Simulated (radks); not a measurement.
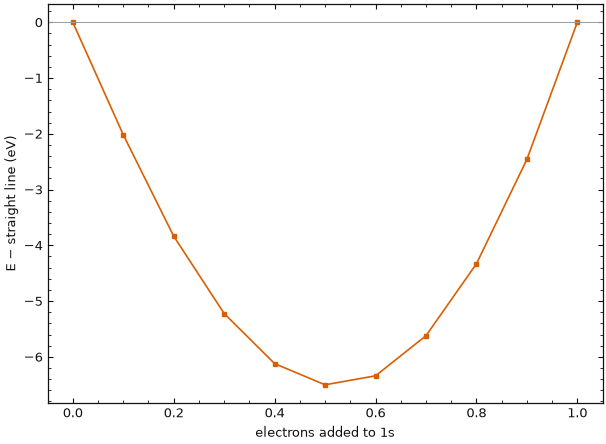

The occupation of the 1s shell is varied from B⁴⁺ (1s1 (high spin)) to B³⁺ (1s2), with spherical fractional occupations. The plot shows the total energy less the straight line between the end points. The values are computed.

**Was this Hartree-Fock or a semilocal functional, and how does the plot tell?**

It was a semilocal functional (LDA, GGA or meta-GGA): non-relativistic Kohn-Sham, BLYP, spin-polarised, spherical densities, point nucleus, computed with the in-house radial solver radks. The curve is convex (below the straight line), with the largest deviation among the points computed, −6.50 eV, at 0.5. The end points differ by 259.4 eV, the energy to take the electron out. Convexity is the delocalisation error: fractional charges are too low in energy. For an s shell Hartree-Fock would as a rule bend the other way.
